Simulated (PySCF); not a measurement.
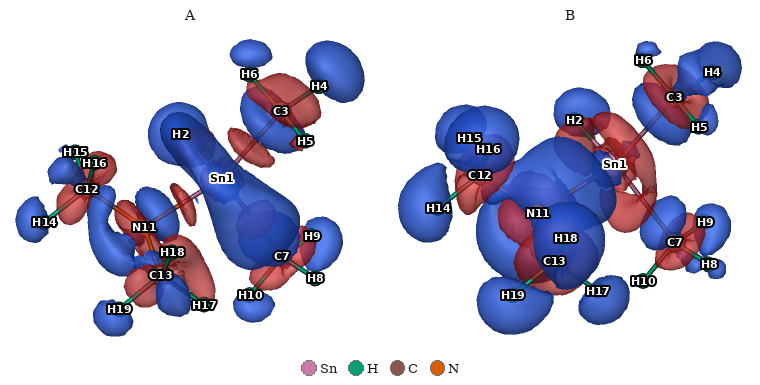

Figure. SnHMe2(NMe2) (C4H13NSn). The two Fukui functions at ±0.015 e/Å³ (blue positive, red negative).

PySCF calculation, ωB97X/def2-SVP, gas phase; geometry: GFN2-xTB. Core potentials replace the inner electrons of Sn; spin–orbit coupling isn't included. No frequency check shows the geometry to be a minimum. GFN2-xTB bond lengths at metals and heavier atoms can be off by up to 0.1 Å and shapes distorted, which carries into these values.

Cartesian coordinates (Å):

```
Sn1     -0.5066   -0.0883   -0.2678
H2      -0.6259   -0.5452   -1.8985
C3      -1.2581   -1.6937    1.0458
H4      -2.3108   -1.8620    0.8564
H5      -1.1278   -1.3954    2.0812
H6      -0.7154   -2.6158    0.8713
C7      -1.4996    1.8176    0.0796
H8      -1.5817    2.0143    1.1432
H9      -2.4958    1.7975   -0.3457
H10     -0.9352    2.6176   -0.3849
N11      1.5163    0.3161   -0.1140
C12      2.4417   -0.6612   -0.6292
C13      1.9899    0.8529    1.1368
H14      3.3964   -0.1694   -0.8304
H15      2.0632   -1.0706   -1.5630
H16      2.6267   -1.4858    0.0714
H17      1.2888    1.5946    1.5146
H18      2.1384    0.0815    1.9046
H19      2.9507    1.3459    0.9700
```

Q: Which panel is f⁻ (electron removed) and which f⁺ (electron added)?

A: A is f⁺, B is f⁻. f⁻ (Hirshfeld-condensed) is largest on N11 (0.27); the vertical ionisation energy is 7.56 eV (the stability of the cation's solution wasn't checked). f⁺ (Hirshfeld-condensed) is largest on Sn1 (0.20); the vertical electron affinity is −2.66 eV (the stability of the anion's solution wasn't checked; negative, but this basis has no diffuse functions, so it doesn't show that the anion is unbound).

Q: What chemical potential and hardness follow from the two energies?

A: μ = −(I + A)/2 = −2.45 eV and η = I − A = 10.22 eV.

Cost of the run: 6.3 min on 1 thread of Intel(R) Xeon(R) Processor @ 2.50GHz (Skylake/Cascade Lake) (shared host), peak memory 1 GiB.
